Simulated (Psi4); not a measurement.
# HSE06/def2-TZVPP run of [NH4]+ (ammonium)

Aim: the vertical singlet–triplet gap of [NH4]+ (ammonium) at HSE06/def2-TZVPP, from 2 runs. 

The calculation is run with Psi4 1.11.

2 further runs of the same task are left out: 2 set aside as unsound or not needed.

## Step 1: The molecule

[NH4]+ has 5 atoms, charge +1, and is taken as a singlet. SMILES: `[NH4+]`. The coordinates come from a PBE0-D4/def2-TZVP relaxation.

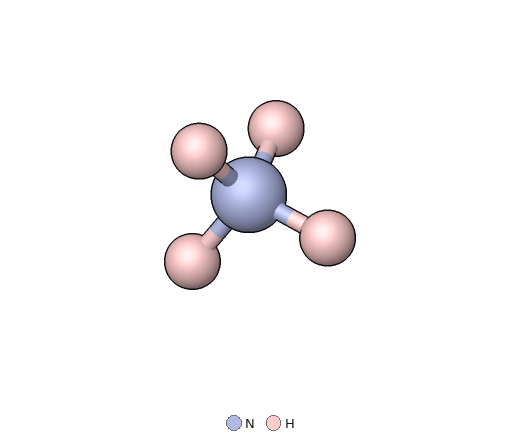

Viewed from a chosen angle; nitrogen light blue, hydrogen pink.

## Step 2: Energy and gradient at HSE06/def2-TZVPP

The input, input.in:

```
memory 1600 mb

molecule geom {
  1 1
  N
  H 1 1.023574
  H 1 1.023569 2 109.47147
  H 1 1.023577 3 109.47124 2 119.99561
  H 1 1.023572 3 109.46912 2 -120.00348
  units angstrom
  symmetry c1
  no_reorient
  no_com
}

set {
  puream               true
  e_convergence        1e-09
  d_convergence        1e-08
  scf_type             pk
  dft_radial_points    99
  dft_spherical_points 590
}

energy_value, wavefunction = gradient('hse06/def2-TZVPP', return_wfn=True)
```

On the command line:

```
$ psi4 input.in input.out -n 1
```

input.out:

```text
[...]
  Running in c1 symmetry.
[...]
  Nuclear repulsion =   16.375268910229742
[...]
  Multiplicity = 1
[...]
  Nalpha       = 5
  Nbeta        = 5
[...]
    Number of basis functions: 87
[...]
   @RKS iter   1:   -56.73785388730665    1.02231e-01   6.73822e-03 ADIIS/DIIS
[...]
   @RKS iter   7:   -56.86151044182076   -7.80886e-12   1.95758e-09 DIIS
[...]
    Orbital Energies [Eh]
    ---------------------
    Doubly Occupied:
       1A    -14.738489     2A     -1.254388     3A     -0.822246
       4A     -0.822231     5A     -0.822227
[...]
  @RKS Final Energy:   -56.86151044182076
   => Energetics <=
    Nuclear Repulsion Energy =             16.3752689102297424
    One-Electron Energy =                -105.0227175937988022
    Two-Electron Energy =                  38.0730019238116881
    DFT Exchange-Correlation Energy =      -6.2870636820633914
    Empirical Dispersion Energy =           0.0000000000000000
    VV10 Nonlocal Energy =                  0.0000000000000000
    Total Energy =                        -56.8615104418207551
[...]
 Multipole Moments:
 ------------------------------------------------------------------------------------
     Multipole            Electronic (a.u.)      Nuclear  (a.u.)        Total (a.u.)
 ------------------------------------------------------------------------------------
 L = 1.  Multiply by 2.5417464519 to convert [e a0] to [Debye]
 Dipole X            :          0.0000182           -0.0000433           -0.0000251
 Dipole Y            :         -0.0000094            0.0000188            0.0000094
 Dipole Z            :          0.0000015           -0.0000027           -0.0000012
 Magnitude           :                                                    0.0000268
[...]
  -Total Gradient:
     Atom            X                  Y                   Z
    ------   -----------------  -----------------  -----------------
       1        0.000009345644     0.000000593201    -0.000000578473
       2       -0.000008007584    -0.000000319387     0.001155164636
       3        0.000002549476     0.001084197746    -0.000385082017
       4       -0.000947323491    -0.000544795179    -0.000380128746
       5        0.000943275987    -0.000539528572    -0.000389513950
[...]
```

It took 18 s on 1 thread of Intel Xeon 6975P-C (Granite Rapids), shared host; peak memory 1.1 GiB.

## Step 3: The triplet: a single-point energy at UHSE06/def2-TZVPP

The input, input.dat:

```
memory 1.6 GB

molecule geom {
  1 3
  N
  H 1 R2
  H 1 R3 2 A3
  H 1 R4 3 A4 2 D4
  H 1 R5 3 A5 2 D5

  R2 = 1.023574
  R3 = 1.023569
  A3 = 109.47147
  R4 = 1.023577
  A4 = 109.47124
  D4 = 119.99561
  R5 = 1.023572
  A5 = 109.46912
  D5 = -120.00348
  symmetry c1
}

set reference uks
set puream true
set e_convergence 1e-09
set d_convergence 1e-08
set scf_type pk
set dft_radial_points 99
set dft_spherical_points 590
set maxiter 100

e_tot, wfn = energy('hse06/def2-TZVPP', return_wfn=True)
print_variables()
```

On the command line:

```
$ psi4 -n 1 input.dat output.dat
```

output.dat:

```text
[...]
  Running in c1 symmetry.
[...]
  Nuclear repulsion =   16.375268910229742
[...]
  Multiplicity = 3
[...]
  Nalpha       = 6
  Nbeta        = 4
[...]
    Number of basis functions: 87
[...]
   @UKS iter   1:   -56.29353954705431    5.46545e-01   3.43888e-03 ADIIS/DIIS
[...]
   @UKS iter  34:   -56.32987050613249   -6.44462e-12   3.40199e-09 DIIS
[...]
   @S^2 Observed:                2.003452221E+00
[...]
    Orbital Energies [Eh]
    ---------------------
    Alpha Occupied:
       1A    -14.897496     2A     -1.429506     3A     -1.028343
       4A     -0.963412     5A     -0.949146     6A     -0.346804
    Alpha Virtual:
       7A     -0.267430     8A     -0.237190     9A     -0.222599
      10A     -0.093272    11A     -0.083648    12A     -0.072904
      13A      0.067878    14A      0.097015    15A      0.106937
      16A      0.107418    17A      0.128151    18A      0.135203
      19A      0.278827    20A      0.525174    21A      0.538391
      22A      0.550588    23A      0.726785    24A      0.731539
      25A      0.741571    26A      0.787792    27A      0.801867
[...]
  @UKS Final Energy:   -56.32987050613249
   => Energetics <=
    Nuclear Repulsion Energy =             16.3752689102297424
    One-Electron Energy =                -103.2727997834243610
    Two-Electron Energy =                  36.7475299517209137
    DFT Exchange-Correlation Energy =      -6.1798695846587846
    Empirical Dispersion Energy =           0.0000000000000000
    VV10 Nonlocal Energy =                  0.0000000000000000
    Total Energy =                        -56.3298705061324938
[...]
 Multipole Moments:
 ------------------------------------------------------------------------------------
     Multipole            Electronic (a.u.)      Nuclear  (a.u.)        Total (a.u.)
 ------------------------------------------------------------------------------------
 L = 1.  Multiply by 2.5417464519 to convert [e a0] to [Debye]
 Dipole X            :          0.1819987           -0.0000433            0.1819554
 Dipole Y            :          0.1050432            0.0000188            0.1050620
 Dipole Z            :         -0.1486981           -0.0000027           -0.1487008
 Magnitude           :                                                    0.2574057
[...]
```

Run time: 58 s. Hardware: 1 thread of Intel Xeon 6975P-C (Granite Rapids), shared host; peak memory 1.1 GiB.

## Step 4: What came out

At HSE06/def2-TZVPP:

```
                                        quantity         value
                           singlet: total energy  -56.86151 Eh
                            singlet: HOMO energy     -22.37 eV
                            singlet: LUMO energy      -6.23 eV
                          singlet: HOMO–LUMO gap      16.14 eV
               singlet: largest force on an atom    0.059 eV/Å
                           triplet: total energy  -56.32987 Eh
     triplet: HOMO energy (highest over α and β)      -9.44 eV
                                   triplet: ⟨S²⟩         2.003
vertical energy of the triplet above the singlet     14.467 eV
```

What this shows: At this shape the triplet lies 14.47 eV (1396 kJ/mol) above the singlet.
